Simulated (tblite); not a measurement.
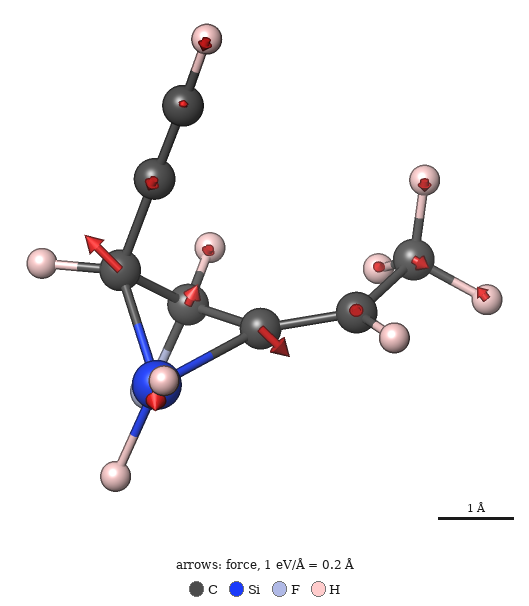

Starting geometry of C₇H₉FSi with the computed forces as red arrows. A ball-and-stick model, seen at a tilt.

Theory: tblite 0.8.0, GFN2-xTB geometry optimisation, gas phase. 

Q: What follows when this structure is relaxed?

A: It isn't relaxed: the largest force vector, on a C atom, is 3.41 eV/Å. The final displacements have little in common with the starting forces (cosine between the two patterns 0.16). The energy falls by 27.8 kcal/mol in 164 geometry steps. The atom that moves furthest after the best rigid fit is an H atom (2.58 Å). By element the largest moves are H 2.58 Å, F 2.15 Å, C 1.85 Å, Si 0.63 Å. Some distances before and after: F–Si 2.522 → 3.595 Å, C–Si 1.846 → 1.937 Å, C–Si 1.835 → 1.887 Å, C–C 1.484 → 1.434 Å. Among the angles between lasting bonds that change: C–C–C 86.1° → 99.1°, F–C–H 116.5° → 106.1°, C–Si–C 67.7° → 75.0°. Groups turn about C–C by about 60°, C–C by about 60°, C–Si by about 50°. The run took 1.4 s on 1 thread of Arm Neoverse V1, on a shared host.
